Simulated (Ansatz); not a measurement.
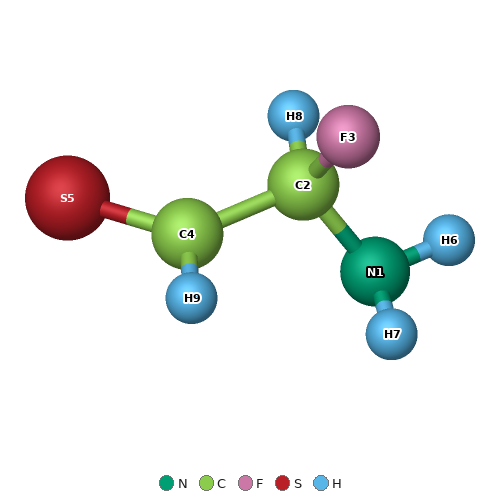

The system is C₂H₄FNS, SMILES NC(F)C=S; the picture shows the reference structure. The first coordinate is: bond length C2–F3; the second: angle F3–C2–C4. Nothing is relaxed (all other coordinates rigid). The grid has 9 × 9 points. Energies are in kcal/mol, from the lowest grid point. The calculation used RHF/def2-TZVP in Ansatz.

Its coordinates:

```xyz
9

N     0.3517    0.6580    1.0274
C    -0.4025   -0.1752    0.1794
F    -0.3601   -1.4939    0.5768
C     0.1512   -0.1397   -1.2240
S    -0.6284    0.3881   -2.5032
H    -0.0511    0.7398    1.9360
H     1.3047    0.3711    1.1058
H    -1.4376    0.1238    0.1878
H     1.1606   -0.5183   -1.3033
```

Range: bond length C2–F3 from 1.185 to 1.929 Å; angle F3–C2–C4 from 71.2 to 141.2°.

> What will the energy surface look like?

The lowest grid point is at bond length C2–F3 = 1.371 Å, angle F3–C2–C4 = 106.2°. No other kind of well shows on this grid. The highest grid point, bond length C2–F3 = 1.185 Å, angle F3–C2–C4 = 71.2°, lies 108 kcal/mol above the lowest. Round the minimum the two coordinates are nearly uncoupled.

```
angle F3–C2–C4 ↓, bond length C2–F3 →  1.185  1.278  1.371  1.464  1.557  1.650  1.743  1.836  1.929
                                141.2     89     62     50     46     47     50     55     61     67
                                132.5     60     37     28     27     30     36     44     51     59
                                123.7     39     19     12     13     19     27     35     44     53
                                115.0     27      9      3      5     12     21     30     40     50
                                106.2     24      5      0      3      9     18     28     38     48
                                 97.5     28      9      3      5     12     20     30     39     49
                                 88.7     43     22     14     15     19     27     35     44     52
                                 80.0     69     45     34     32     34     39     45     52     59
                                 71.2    108     81     67     60     59     60     63     67     71
```

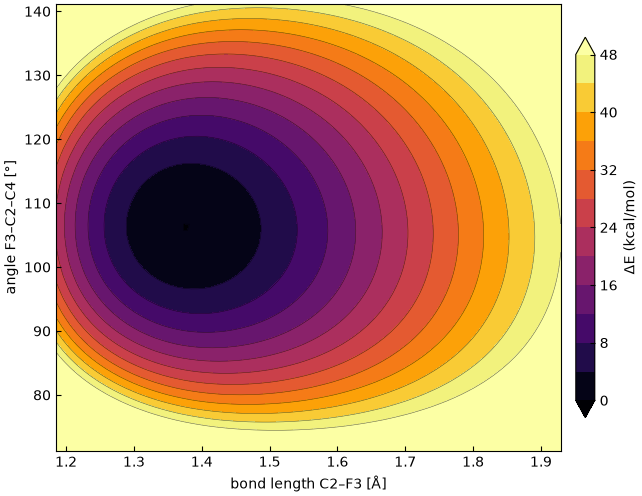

Drawn: filled contours, one colour for all values above the top of the scale. Between grid points the surface is interpolated.

Each point was launched as `ansatz run input.yaml --threads 1 --pin off --max-ram 2560MiB --backend cpu --events-out ev --progress --plain --runs-dir out`. Time for the 81 points that were run: 8.8 min on 1 thread of Intel(R) Xeon(R) Platinum 8375C CPU @ 2.90GHz (Ice Lake) (shared host).
